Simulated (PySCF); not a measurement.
# What a change does: NMR shielding calculation on C$_{6}$H$_{3}$F$_{3}$O

System: C$_{6}$H$_{3}$F$_{3}$O.
Method of the first run: GIAO WP04/pcSseg-1 NMR shielding, non-relativistic, gas phase (PySCF 2.14.0).

The geometry comes from this level: GFN2-xTB. Text and figures count atoms from 1; the logs count them from 0 in places.

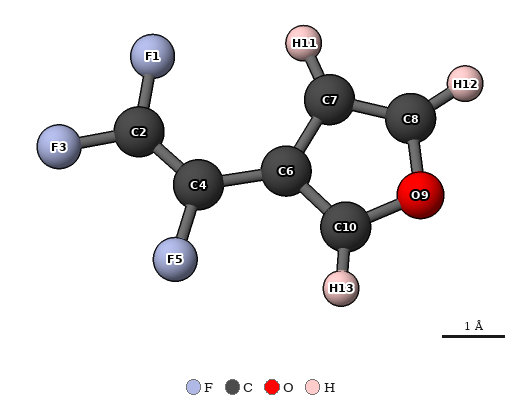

Figure 1. The structure (ball-and-stick view, seen at an oblique angle; atoms are numbered from 1 in the order of the input). Bond lengths as drawn: C–C 1.33 to 1.44 Å, C–F 1.32 to 1.35 Å, C–H 1.07 Å and C–O 1.33 to 1.34 Å.

**The input, the first run**
```
{"job": {"kind": "nmr", "xc": "WP04", "basis": "pcSseg-1", "pop": false}, "charge": 0, "multiplicity": 1}
F     -1.816506     1.175954     1.562677
C     -2.187280     0.606049     0.422278
F     -3.493844     0.729956     0.241275
C     -1.347174    -0.002551    -0.417434
F     -1.870902    -0.537630    -1.540347
C      0.079573    -0.157744    -0.261042
C      0.919586     0.292217     0.800284
C      2.173630    -0.107778     0.466554
O      2.173135    -0.762910    -0.706163
C      0.915392    -0.794280    -1.146351
H      0.622007     0.831984     1.673562
H      3.114580     0.009443     0.965925
H      0.713415    -1.282225    -2.078945
```

The first line tells a small driver script what to run in PySCF; the rest is the geometry in Å.

Command:
```bash
OMP_NUM_THREADS=1 python <driver script> task.json out
```

Hardware: 1 CPU thread, shared host.

**Output (the first run)**
```
coarse grid: 12720 points
cycle   1  E = -616.5909579506  dE =  1.975e+00  |g| = 1.313e+00  |ddm| = 3.824e+00
cycle   2  E = -615.9583260567  dE =  6.326e-01  |g| = 2.329e+00  |ddm| = 2.552e+00
cycle   3  E = -616.8303123598  dE = -8.720e-01  |g| = 3.214e-01  |ddm| = 1.904e+00
cycle   4  E = -616.8473338095  dE = -1.702e-02  |g| = 1.870e-01  |ddm| = 4.412e-01
cycle   5  E = -616.8553487071  dE = -8.015e-03  |g| = 4.128e-02  |ddm| = 1.827e-01
cycle   6  E = -616.8557287721  dE = -3.801e-04  |g| = 1.188e-02  |ddm| = 4.094e-02
cycle   7  E = -616.8557511431  dE = -2.237e-05  |g| = 4.263e-03  |ddm| = 1.218e-02
cycle   8  E = -616.8557544089  dE = -3.266e-06  |g| = 8.821e-04  |ddm| = 4.056e-03
final grid: 129384 points
cycle   9  E = -616.9792291794  dE = -6.515e-05  |g| = 1.099e-02  |ddm| = 4.762e-02
cycle  10  E = -616.9791785001  dE =  5.068e-05  |g| = 2.001e-02  |ddm| = 2.190e-02
cycle  11  E = -616.9792502848  dE = -7.178e-05  |g| = 2.808e-03  |ddm| = 1.517e-02
cycle  12  E = -616.9792521223  dE = -1.838e-06  |g| = 5.195e-04  |ddm| = 2.664e-03
cycle  13  E = -616.9792521696  dE = -4.729e-08  |g| = 2.314e-04  |ddm| = 6.198e-04
cycle  14  E = -616.9792521809  dE = -1.129e-08  |g| = 8.906e-05  |ddm| = 2.541e-04
cycle  15  E = -616.9792521827  dE = -1.765e-09  |g| = 3.079e-05  |ddm| = 1.025e-04
cycle  16  E = -616.9792521829  dE = -2.276e-10  |g| = 7.984e-06  |ddm| = 3.195e-05
converged SCF energy = -616.9792521829

GIAO shielding tensors (ppm)
atom      isotropic    diamagn.    paramagn.     s11        s22        s33       span
  0 F      289.238     479.059    -189.821    250.495    301.282    315.938     65.443
  1 C        3.636     252.828    -249.192    -46.008     13.427     43.489     89.497
  2 F      271.698     471.433    -199.735    260.162    262.035    292.897     32.735
  3 C       34.310     247.648    -213.338     -1.521     32.387     72.063     73.584
  4 F      356.891     475.808    -118.917    326.485    357.307    386.881     60.396
  5 C       51.377     259.984    -208.607    -23.095     43.499    133.726    156.822
  6 C       59.057     250.053    -190.996    -27.716     56.432    148.454    176.170
  7 C       25.218     254.630    -229.412    -52.148     33.965     93.838    145.986
  8 O       31.923     397.296    -365.372   -104.954    -55.825    256.549    361.503
  9 C       28.607     252.143    -223.535    -43.025     30.152     98.694    141.719
 10 H       25.354      33.163      -7.808     22.017     25.038     29.008      6.991
 11 H       24.664      29.929      -5.265     21.841     25.840     26.311      4.471
 12 H       24.368      31.592      -7.224     20.832     24.495     27.779      6.947
```

For the second run the input was changed thus:
```diff
-"xc": "WP04"
+"xc": "PBE0"
-"pop": false
```

How does the second run compare with the first run?

The total energies belong to different methods, so their difference says nothing on which is more stable or more accurate. The HOMO goes from −7.98 to −6.65 eV. The LUMO goes from −3.02 to −0.64 eV. The dipole moment goes from 1.92 to 1.70 D. Of all shieldings, the largest change is that of C4, by +17.3 ppm. The functional changes from WP04 to PBE0. Exact exchange removes part of the self-interaction error of semilocal functionals, which pushes filled and empty levels apart. The SCF takes 14 iterations against 16.

**Output (the second run)**
```
coarse grid: 12720 points
cycle   1  E = -604.2389441415  dE =  2.105e+00  |g| = 8.049e-01  |ddm| = 3.679e+00
cycle   2  E = -604.0855890741  dE =  1.534e-01  |g| = 1.251e+00  |ddm| = 1.497e+00
cycle   3  E = -604.3503826441  dE = -2.648e-01  |g| = 1.235e-01  |ddm| = 9.942e-01
cycle   4  E = -604.3519289210  dE = -1.546e-03  |g| = 9.141e-02  |ddm| = 1.891e-01
cycle   5  E = -604.3538930131  dE = -1.964e-03  |g| = 1.193e-02  |ddm| = 8.972e-02
cycle   6  E = -604.3539105334  dE = -1.752e-05  |g| = 7.316e-03  |ddm| = 1.487e-02
cycle   7  E = -604.3539201379  dE = -9.605e-06  |g| = 1.102e-03  |ddm| = 6.256e-03
final grid: 129384 points
cycle   8  E = -604.4414059419  dE = -3.786e-05  |g| = 1.021e-02  |ddm| = 3.816e-02
cycle   9  E = -604.4413725745  dE =  3.337e-05  |g| = 1.708e-02  |ddm| = 1.945e-02
cycle  10  E = -604.4414243870  dE = -5.181e-05  |g| = 1.898e-03  |ddm| = 1.336e-02
cycle  11  E = -604.4414252400  dE = -8.531e-07  |g| = 4.081e-04  |ddm| = 1.987e-03
cycle  12  E = -604.4414252748  dE = -3.473e-08  |g| = 1.232e-04  |ddm| = 4.600e-04
cycle  13  E = -604.4414252782  dE = -3.404e-09  |g| = 2.930e-05  |ddm| = 1.327e-04
cycle  14  E = -604.4414252784  dE = -1.744e-10  |g| = 8.162e-06  |ddm| = 3.168e-05
converged SCF energy = -604.4414252784

GIAO shielding tensors (ppm)
atom      isotropic    diamagn.    paramagn.     s11        s22        s33       span
  0 F      292.763     476.369    -183.606    258.796    300.882    318.612     59.816
  1 C       19.525     251.011    -231.486    -31.680     34.761     55.495     87.175
  2 F      275.345     468.514    -193.169    265.424    274.990    285.622     20.198
  3 C       51.596     244.667    -193.072     15.774     53.916     85.097     69.322
  4 F      371.279     471.894    -100.615    326.197    380.098    407.542     81.345
  5 C       64.478     260.485    -196.007    -10.515     57.697    146.253    156.768
  6 C       72.596     249.073    -176.477    -14.030     71.198    160.620    174.650
  7 C       37.938     254.390    -216.452    -38.491     46.786    105.518    144.008
  8 O       36.989     396.335    -359.346   -109.767    -51.575    272.307    382.074
  9 C       42.900     251.200    -208.300    -27.037     44.771    110.965    138.002
 10 H       24.866      32.053      -7.188     21.341     24.852     28.405      7.064
 11 H       24.170      29.651      -5.481     21.152     25.206     26.152      5.000
 12 H       23.914      30.980      -7.066     20.175     24.341     27.228      7.053
```

**The two runs side by side**

```tsv
quantity	the first run	the second run
outcome	converged	converged
total energy (hartree)	−616.979252	−604.441425
HOMO (eV)	−7.98	−6.65
LUMO (eV)	−3.02	−0.64
dipole moment (D)	1.92	1.70
shielding of C2 (ppm)	3.6	19.5
shielding of C4 (ppm)	34.3	51.6
shielding of F5 (ppm)	356.9	371.3
shielding of C6 (ppm)	51.4	64.5
shielding of C7 (ppm)	59.1	72.6
shielding of C8 (ppm)	25.2	37.9
shielding of C10 (ppm)	28.6	42.9
SCF iterations	16	14
basis functions	185	185
wall time (shared host)	49 s	62 s
```
